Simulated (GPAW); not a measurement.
Consider AlAg (P-6m2).

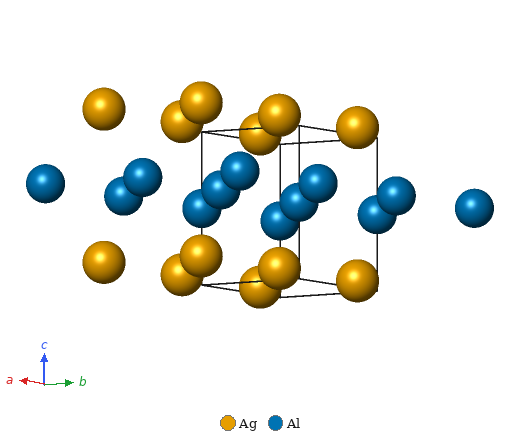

The structure (silver orange, aluminium blue). 3×2×1 cells are drawn. Some periodic images of atoms are drawn too.

```cif
data_structure
_symmetry_space_group_name_H-M 'P 1'
_symmetry_Int_Tables_number 1
_cell_length_a 2.9264
_cell_length_b 2.9264
_cell_length_c 4.4276
_cell_angle_alpha 90.000
_cell_angle_beta 90.000
_cell_angle_gamma 120.000
_cell_volume 32.84
loop_
_atom_site_label
_atom_site_type_symbol
_atom_site_fract_x
_atom_site_fract_y
_atom_site_fract_z
_atom_site_occupancy
Ag1 Ag 0.66667 0.33333 0.00000 1
Al2 Al 0.00000 0.00000 0.50000 1
```

Absorber: atom 1, with 6 Al at 2.78 Å and 6 Ag at 2.93 Å (anticuboctahedral, as in hcp, site symmetry -6m2). Method: GPAW, LDA, excited-electron core hole (neutral cell), 16-atom cell with 6.7 Å between holes, 3×3×3 k points, dipole transitions, Gaussian full width 2.4 eV up to 4 eV, rising linearly to 3.5 eV at 25 eV.

Q: Where do the maxima of the Ag L₃ edge fall?

Main maxima up to 29 eV above the zero (height): 1.8 eV (0.98), 6.2 eV (1.10), 16.4 eV (1.16) and 27.4 eV (1.60). At an L edge the dipole rule selects empty d and s states; the absorber's d shell is nominally full, so the onset shows only d character mixed into the empty bands. 

The Ag L₃ spectrum (energy from the lowest empty level; intensity scaled to a mean of 1 over the first 20 eV; polarised curves are means over the symmetry-equivalent atoms):

```
E (eV)  isotropic  ε ⊥ c  ε ∥ c
  -2.0       0.03   0.03   0.04
  -0.5       0.37   0.33   0.46
   1.0       0.92   0.83   1.10
   2.5       0.94   0.87   1.08
   4.0       0.91   0.86   1.01
   5.5       1.07   1.04   1.13
   7.0       1.08   1.10   1.04
   8.5       1.03   1.08   0.95
  10.0       1.02   1.07   0.93
  11.5       0.93   0.98   0.82
  13.0       0.81   0.84   0.74
  14.5       0.96   1.00   0.88
  16.0       1.16   1.19   1.10
  17.5       1.14   1.14   1.13
  19.0       1.09   1.10   1.08
  20.5       1.03   1.04   1.01
  22.0       1.07   1.07   1.07
  23.5       1.16   1.16   1.16
  25.0       1.31   1.30   1.33
  26.5       1.55   1.49   1.66
  28.0       1.57   1.49   1.73
  29.5       1.36   1.30   1.49
```

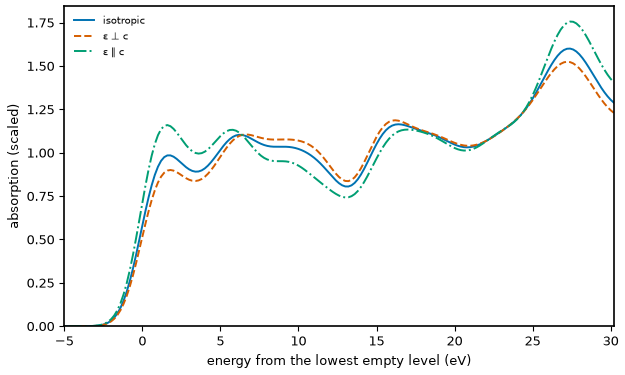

The Ag L₃ edge.

Only the L₃ part is meant: spin–orbit coupling of the core level isn't computed and the L₂ copy isn't added. The script folds with a Gaussian, whereas the core hole's own line is a Lorentzian, so the onset is too steep and the first peak too high. The mesh is coarse (0.36 Å⁻¹ between points), so small maxima may be mesh ripples. Lifetime broadening is put in by hand, and intensities beyond about 20 eV depend on it and on the partial waves. The structure is a computed Materials Project entry and may be a hypothetical form.

[Banner, clock and machine lines of the logs are left out without a mark of their own.]

[Logs are printed without paths, hosts, clocks, repeated set-up lines and the standing remarks that a program may print on its own settings, such as how far it seeks lower states.]

[Hosts, paths, dates, database ids (printed as entryN), source tags and the programs' standing remarks are cut or masked in the printed files.]

[Lists of maxima count a maximum above −3 eV only where it reaches 4 % of the highest in the window and stands out from its surroundings by 2 % of it (1.5 % where it reaches 55 %); shoulders and weaker maxima are passed over, and of the rest the first, up to two pre-edge ones and the few strongest are named.]
